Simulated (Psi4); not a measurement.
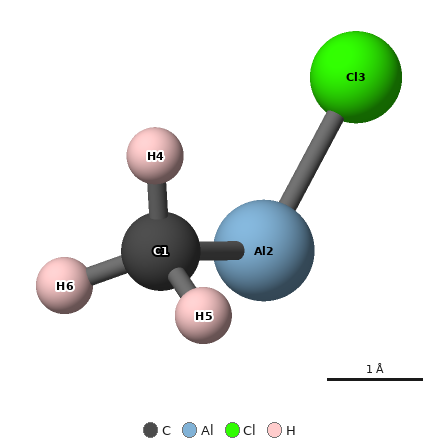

Fig. 1: The structure (ball-and-stick view, seen at a tilt; atoms are numbered from 1 in the order of the input). Sticks mark near contacts. Bond lengths as drawn: Al–C 1.99 Å, Al–Cl 2.15 Å and C–H 1.10 Å.

CH₃AlCl: frequency calculation

- system: CH₃AlCl, multiplicity 2
- method: B3LYP/6-31+G*, UKS (Psi4 1.11)

The geometry was optimised with B3LYP/6-31+G*.

**The program's output**
```
gradient() will perform analytic gradient computation.

   => Loading Basis Set <=

    Name: 6-31+G*
    Role: ORBITAL
    Keyword: BASIS

         ---------------------------------------------------------
                                   SCF
                              UKS Reference
                        1 Threads,   1525 MiB Core
         ---------------------------------------------------------

  ==> Geometry <==

    Molecular point group: c1
    Full point group: C1

    Geometry (in Angstrom), charge = 0, multiplicity = 2:

       Center              X                  Y                   Z               Mass
    ------------   -----------------  -----------------  -----------------  -----------------
         C           -1.306689499221     1.569271816346    -0.888276917738    12.000000000000
         AL          -0.734733499221    -0.260188183654    -0.360597917738    26.981538530000
         CL           1.138664500779    -0.503690183654     0.668635082262    34.968852682000
         H           -0.529606499221     2.305796816346    -0.656127917738     1.007825032230
         H           -2.225546499221     1.845257816346    -0.356163917738     1.007825032230
         H           -1.524634499221     1.606376816346    -1.957064917738     1.007825032230

  Running in c1 symmetry.

  Rotational constants: A =      0.79409  B =      0.11016  C =      0.09852 [cm^-1]
  Rotational constants: A =  23806.35332  B =   3302.62782  C =   2953.44339 [MHz]
  Nuclear repulsion =  114.624653214489086

  Charge       = 0
  Multiplicity = 2
  Electrons    = 39
  Nalpha       = 20
  Nbeta        = 19

  ==> Algorithm <==

  SCF Algorithm Type is DF.
  DIIS enabled.
  MOM disabled.
  Fractional occupation disabled.
  Guess Type is SAD.
  Energy threshold   = 1.00e-08
  Density threshold  = 1.00e-08
  Integral threshold = 1.00e-12

  ==> Primary Basis <==

  Basis Set: 6-31+G*
    Blend: 6-31+G*
    Number of shells: 34
    Number of basis functions: 71
    Number of Cartesian functions: 71
    Spherical Harmonics?: false
    Max angular momentum: 2

  ==> DFT Potential <==

   => LibXC <=

    Version 7.1.2

   => Composite Functional: B3LYP <=

    B3LYP Hyb-GGA Exchange-Correlation Functional

    Deriv               =              1
    GGA                 =           TRUE
    Meta                =          FALSE

    Exchange Hybrid     =           TRUE
    MP2 Hybrid          =          FALSE

   => Exchange Functionals <=

    0.0800   Slater exchange
    0.7200         Becke 88

   => Exact (HF) Exchange <=

    0.2000               HF

   => Correlation Functionals <=

    0.1900   Vosko, Wilk & Nusair (VWN5_RPA)
    0.8100   Lee, Yang & Parr

   => LibXC Density Thresholds  <==

    XC_HYB_GGA_XC_B3LYP:  1.00E-15

   => Molecular Quadrature <=

    Radial Scheme          =       TREUTLER
    Pruning Scheme         =           NONE
    Nuclear Scheme         =       TREUTLER

    Blocking Scheme        =         OCTREE
    BS radius alpha        =              1
    Pruning alpha          =              1
    Radial Points          =             75
    Spherical Points       =            302
    Total Points           =         131273
    Total Blocks           =           1060
    Max Points             =            256
    Max Functions          =             70
    Weights Tolerance      =       1.00E-15

   => Loading Basis Set <=

    Name: (6-31+G* AUX)
    Role: JKFIT
    Keyword: DF_BASIS_SCF

  ==> Integral Setup <==

  DFHelper Memory: AOs need 0.021 GiB; user supplied 0.893 GiB.
  SCF_SUBTYPE=INCORE selected. In-core MEM_DF algorithm will be used.
  Using in-core AOs.

  ==> MemDFJK: Density-Fitted J/K Matrices <==

    J tasked:                   Yes
    K tasked:                   Yes
    wK tasked:                   No
    Memory [MiB]:               914
    Algorithm:                 Core
    Schwarz Cutoff:           1E-12
    Mask sparsity (%):       1.1109
    Fitting Condition:        1E-10

   => Auxiliary Basis Set <=

  Basis Set: (6-31+G* AUX)
    Blend: HEAVY-AUG-CC-PVDZ-JKFIT
    Number of shells: 135
    Number of basis functions: 476
    Number of Cartesian functions: 476
    Spherical Harmonics?: false
    Max angular momentum: 3

  Cached 100.0% of DFT collocation blocks in 0.225 [GiB].

  Minimum eigenvalue in the overlap matrix is 1.8183315707E-03.
  Reciprocal condition number of the overlap matrix is 2.3113346087E-04.
    Using symmetric orthogonalization.

  ==> Pre-Iterations <==

  SCF Guess: Superposition of Atomic Densities via on-the-fly atomic UHF (no occupation information).

   -------------------------
    Irrep   Nso     Nmo
   -------------------------
     A         71      71
   -------------------------
    Total      71      71
   -------------------------

  ==> Iterations <==

                           Total Energy        Delta E     RMS |[F,P]|

   @DF-UKS iter SAD:  -742.00756557599470   -7.42008e+02   0.00000e+00
   @DF-UKS iter   1:  -742.22864034820498   -2.21075e-01   1.14627e-02 ADIIS/DIIS
   @DF-UKS iter   2:  -741.84109782996075    3.87543e-01   1.42514e-02 ADIIS/DIIS
   @DF-UKS iter   3:  -742.57622762270250   -7.35130e-01   1.36861e-03 ADIIS/DIIS
   @DF-UKS iter   4:  -742.58172702389993   -5.49940e-03   8.44071e-04 ADIIS/DIIS
   @DF-UKS iter   5:  -742.58381378850595   -2.08676e-03   1.58188e-04 ADIIS/DIIS
   @DF-UKS iter   6:  -742.58389788173861   -8.40932e-05   5.69591e-05 DIIS
   @DF-UKS iter   7:  -742.58390969697871   -1.18152e-05   9.37056e-06 DIIS
   @DF-UKS iter   8:  -742.58391017641532   -4.79437e-07   3.09259e-06 DIIS
   @DF-UKS iter   9:  -742.58391021983334   -4.34180e-08   8.17125e-07 DIIS
   @DF-UKS iter  10:  -742.58391022526030   -5.42695e-09   2.20309e-07 DIIS
   @DF-UKS iter  11:  -742.58391022568469   -4.24393e-10   5.76181e-08 DIIS
   @DF-UKS iter  12:  -742.58391022570663   -2.19416e-11   1.47591e-08 DIIS
   @DF-UKS iter  13:  -742.58391022570788   -1.25056e-12   4.75106e-09 DIIS
  Energy and wave function converged.

  ==> Post-Iterations <==

   Electrons on quadrature grid:
      Nalpha   =   20.0000049611 ; deviation = 4.961e-06
      Nbeta    =   19.0000047622 ; deviation = 4.762e-06
      Ntotal   =   39.0000097234 ; deviation = 9.723e-06

   @Spin Contamination Metric:   2.236011494E-03
   @S^2 Expected:                7.500000000E-01
   @S^2 Observed:                7.522360115E-01
   @S   Expected:                5.000000000E-01
   @S   Observed:                5.000000000E-01

    Orbital Energies [Eh]
    ---------------------

    Alpha Occupied:

       1A   -101.526286     2A    -56.091275     3A    -10.184816
       4A     -9.443697     5A     -7.203902     6A     -7.200126
       7A     -7.199515     8A     -4.172993     9A     -2.728476
      10A     -2.725973    11A     -2.722488    12A     -0.803103
      13A     -0.699906    14A     -0.419073    15A     -0.414724
      16A     -0.413839    17A     -0.338050    18A     -0.326160
      19A     -0.320701    20A     -0.206389

    Alpha Virtual:

      21A     -0.066490    22A     -0.007054    23A      0.001649
      24A      0.024514    25A      0.039631    26A      0.056704
      27A      0.061898    28A      0.076250    29A      0.082134
      30A      0.095905    31A      0.099216    32A      0.100601
      33A      0.113132    34A      0.131875    35A      0.148198
      36A      0.172694    37A      0.203684    38A      0.283115
      39A      0.286410    40A      0.290874    41A      0.299906
      42A      0.373525    43A      0.422308    44A      0.438790
      45A      0.467788    46A      0.510272    47A      0.585967
      48A      0.648126    49A      0.659618    50A      0.673841
      51A      0.712882    52A      0.726398    53A      0.739469
      54A      0.766842    55A      0.880713    56A      0.884103
      57A      0.927620    58A      0.940649    59A      0.959010
      60A      0.989330    61A      1.110125    62A      1.239433
      63A      1.259590    64A      1.711551    65A      1.718153
      66A      2.021408    67A      2.216898    68A      2.268048
      69A      2.273343    70A      4.194882    71A      4.316320

    Beta Occupied:

       1A   -101.525616     2A    -56.088888     3A    -10.181479
       4A     -9.443042     5A     -7.202293     6A     -7.199796
       7A     -7.198694     8A     -4.169487     9A     -2.726271
      10A     -2.722032    11A     -2.718444    12A     -0.799121
      13A     -0.692991    14A     -0.415224    15A     -0.412675
      16A     -0.402802    17A     -0.326432    18A     -0.324971
      19A     -0.311783

    Beta Virtual:

      20A     -0.109168    21A     -0.048108    22A     -0.001868
      23A      0.007680    24A      0.031535    25A      0.041583
      26A      0.060218    27A      0.064437    28A      0.076748
      29A      0.083853    30A      0.098291    31A      0.101373
      32A      0.108797    33A      0.114135    34A      0.137284
      35A      0.149693    36A      0.176790    37A      0.209964
      38A      0.287634    39A      0.297985    40A      0.303478
      41A      0.305558    42A      0.377450    43A      0.433835
      44A      0.469144    45A      0.493424    46A      0.519626
      47A      0.596181    48A      0.649402    49A      0.665614
      50A      0.678363    51A      0.716518    52A      0.731146
      53A      0.744916    54A      0.780164    55A      0.883191
      56A      0.886176    57A      0.929408    58A      0.946482
      59A      0.963159    60A      0.995303    61A      1.113197
      62A      1.242473    63A      1.264705    64A      1.721503
      65A      1.727216    66A      2.032949    67A      2.228972
      68A      2.273585    69A      2.279622    70A      4.201600
      71A      4.317963

    Final Occupation by Irrep:
              A
    DOCC [    19 ]
    SOCC [     1 ]
    NA   [    20 ]
    NB   [    19 ]

  @DF-UKS Final Energy:  -742.58391022570788

   => Energetics <=

    Nuclear Repulsion Energy =            114.6246532144890864
    One-Electron Energy =               -1253.7167281857525722
    Two-Electron Energy =                 439.5884879185283012
    DFT Exchange-Correlation Energy =     -43.0803231729728608
    Empirical Dispersion Energy =           0.0000000000000000
    VV10 Nonlocal Energy =                  0.0000000000000000
    Total Energy =                       -742.5839102257079958

  UHF NO Occupations:
  HONO-2 :   18  A 1.9999079
  HONO-1 :   19  A 1.9991005
  HONO-0 :   20  A 1.0000000
  LUNO+0 :   21  A 0.0008995
  LUNO+1 :   22  A 0.0000921
  LUNO+2 :   23  A 0.0000785
  LUNO+3 :   24  A 0.0000171

Computation Completed

Properties will be evaluated at   0.000000,   0.000000,   0.000000 [a0]

Properties computed using the SCF density matrix

 Multipole Moments:

 ------------------------------------------------------------------------------------
     Multipole            Electronic (a.u.)      Nuclear  (a.u.)        Total (a.u.)
 ------------------------------------------------------------------------------------

 L = 1.  Multiply by 2.5417464519 to convert [e a0] to [Debye]
 Dipole X            :          3.5604579           -4.3731352           -0.8126773
 Dipole Y            :         -5.8286844            6.0998145            0.2711302
 Dipole Z            :          2.5950286           -3.0613465           -0.4663178
 Magnitude           :                                                    0.9754016

 ------------------------------------------------------------------------------------

	total time  =          8 seconds =       0.13 minutes

         ------------------------------------------------------------
                                   SCF GRAD
         ------------------------------------------------------------

  ==> Geometry <==

    Molecular point group: c1
    Full point group: C1

    Geometry (in Angstrom), charge = 0, multiplicity = 2:

       Center              X                  Y                   Z               Mass
    ------------   -----------------  -----------------  -----------------  -----------------
         C           -1.306689499221     1.569271816346    -0.888276917738    12.000000000000
         AL          -0.734733499221    -0.260188183654    -0.360597917738    26.981538530000
         CL           1.138664500779    -0.503690183654     0.668635082262    34.968852682000
         H           -0.529606499221     2.305796816346    -0.656127917738     1.007825032230
         H           -2.225546499221     1.845257816346    -0.356163917738     1.007825032230
         H           -1.524634499221     1.606376816346    -1.957064917738     1.007825032230

  Nuclear repulsion =  114.624653214489058

  ==> Basis Set <==

  Basis Set: 6-31+G*
    Blend: 6-31+G*
    Number of shells: 34
    Number of basis functions: 71
    Number of Cartesian functions: 71
    Spherical Harmonics?: false
    Max angular momentum: 2

  ==> DFJKGrad: Density-Fitted SCF Gradients <==

    Gradient:                    1
    J tasked:                  Yes
    K tasked:                  Yes
    wK tasked:                  No
    Integrals threads:           1
    Memory [MiB]:             1144
    Schwarz Cutoff:          1E-12
    Fitting Condition:       1E-10

   => Auxiliary Basis Set <=

  Basis Set: (6-31+G* AUX)
    Blend: HEAVY-AUG-CC-PVDZ-JKFIT
    Number of shells: 135
    Number of basis functions: 476
    Number of Cartesian functions: 476
    Spherical Harmonics?: false
    Max angular momentum: 3

  ==> DFT Potential <==

   => LibXC <=

    Version 7.1.2

   => Composite Functional: B3LYP <=

    B3LYP Hyb-GGA Exchange-Correlation Functional

    Deriv               =              1
    GGA                 =           TRUE
    Meta                =          FALSE

    Exchange Hybrid     =           TRUE
    MP2 Hybrid          =          FALSE

   => Exchange Functionals <=

    0.0800   Slater exchange
    0.7200         Becke 88

   => Exact (HF) Exchange <=

    0.2000               HF

   => Correlation Functionals <=

    0.1900   Vosko, Wilk & Nusair (VWN5_RPA)
    0.8100   Lee, Yang & Parr

   => LibXC Density Thresholds  <==

    XC_HYB_GGA_XC_B3LYP:  1.00E-15

   => Molecular Quadrature <=

    Radial Scheme          =       TREUTLER
    Pruning Scheme         =           NONE
    Nuclear Scheme         =       TREUTLER

    Blocking Scheme        =         OCTREE
    BS radius alpha        =              1
    Pruning alpha          =              1
    Radial Points          =             75
    Spherical Points       =            302
    Total Points           =         131273
    Total Blocks           =           1060
    Max Points             =            256
    Max Functions          =             70
    Weights Tolerance      =       1.00E-15

  -Total Gradient:
     Atom            X                  Y                   Z
    ------   -----------------  -----------------  -----------------
       1       -0.000639795595     0.000238822093    -0.003204968178
       2        0.000357710921     0.000746672100     0.000102194350
       3        0.000041714707    -0.000688403952     0.000072545165
       4       -0.000832340227    -0.000258365279    -0.000326756636
       5        0.000308684486     0.000047348302    -0.000490201892
       6        0.000597136762     0.000001943935     0.003746285861

	total time  =          1 seconds =       0.02 minutes
```

**Standard output**
```
---------------------
  #    meV     cm^-1
---------------------
  0   13.2i    106.8i
  1    4.2i     33.9i
  2    0.7i      5.3i
  3    0.2i      1.4i
  4    0.1i      0.5i
  5    0.3       2.5
  6    1.4      11.1
  7   19.5     157.1
  8   54.9     442.9
  9   74.4     599.8
 10   77.2     622.5
 11   84.4     680.8
 12  151.6    1222.5
 13  181.5    1464.1
 14  182.7    1474.0
 15  376.6    3037.8
 16  386.4    3116.2
 17  388.4    3132.3
---------------------
Zero-point energy: 0.990 eV
```

This output came from the following input.

**The input (ch3alcl_ase.py)**
```python
import numpy as np
from ase.calculators.psi4 import Psi4
from ase import Atoms
from ase.vibrations import Vibrations

mol = Atoms(['C', 'Al', 'Cl', 'H', 'H', 'H'], positions=[
    [-0.430885, 0.446021, -0.292414],
    [0.141071, -1.383439, 0.235265],
    [2.014469, -1.626941, 1.264498],
    [0.346198, 1.182546, -0.060265],
    [-1.349742, 0.722007, 0.239699],
    [-0.648830, 0.483126, -1.366202],
])
calc = Psi4(atoms=mol, method='b3lyp', basis='6-31+G*', memory='1600MB', num_threads=1, charge=0, multiplicity=2, label='psi4-calc', reference='uks')
mol.calc = calc

vib = Vibrations(mol, delta=0.005)
vib.run()
vib.summary()
```

Run as:
```bash
python ch3alcl_ase.py
```

**Key numbers**

- outcome: converged
- total energy: −742.583931 hartree
- basis functions: 71
- ⟨S²⟩: 0.752
- dipole moment: 2.48 D
- hardware: 1 thread of Intel Xeon @ 2.50GHz (Skylake/Cascade Lake), 16 GiB of memory available, shared host
- wall time: 6.1 min
- peak memory: 1.1 GiB
